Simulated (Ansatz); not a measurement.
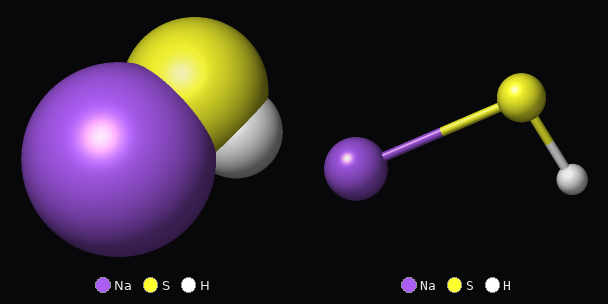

Both panels show the same species.

> Give the formula.

HNaS, 3 atoms: 1 hydrogen, 1 sodium and 1 sulfur.

> Count the bonded pairs by element.

1 Na–S, 1 S–H.

The parts below concern this one geometry. Atoms keep their numbers from picture to picture. The computed structure is the end point of a PBE0-D4/def2-TZVP optimisation.

### Electronic properties

Level of theory: RKS BHLYP-D4/def2-TZVPP (Ansatz 0.2.0).

> Estimate the HOMO–LUMO gap.

4.84 eV.

> What is the HOMO energy (Kohn–Sham orbital)?

−6.21 eV.

### Dipole moment

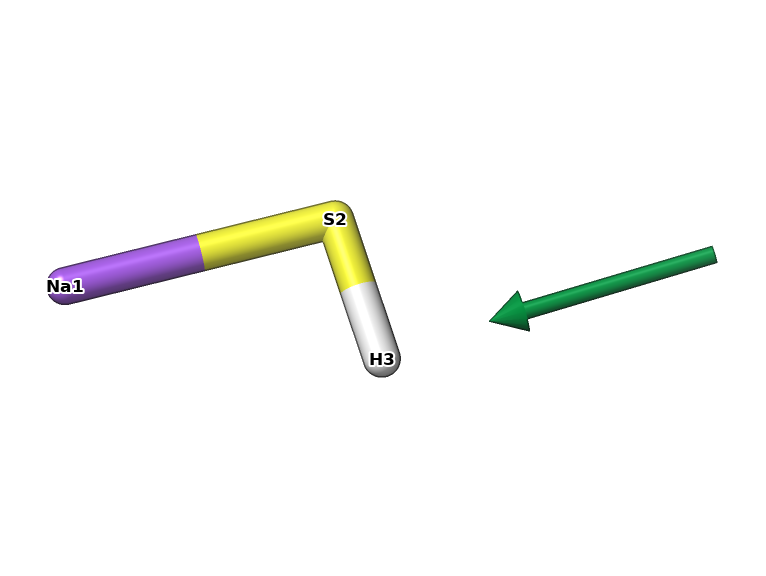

The arrow beside the molecule shows the direction of the dipole moment, from the negative to the positive end (its length means nothing). Properties computed with RKS B3LYP-D4/def2-TZVPP (Ansatz 0.2.0).

> How large is the dipole moment?

7.95 D; it points from the side of S2, H3 to the side of Na1 (the outermost atoms at the two ends).

### Vibrations

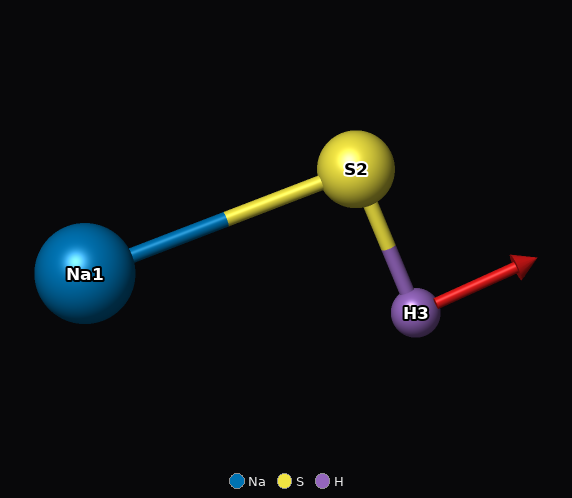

The arrows show one normal mode. Harmonic vibrations computed with RKS PBE0-D4/def2-TZVP (Ansatz 0.2.0) at a stationary point of the same level.

> What kind of motion is it?

Mostly H–S–Na bending.

> Estimate its harmonic wavenumber.

388 cm⁻¹; it is mode 2 of 3 counted from the lowest.
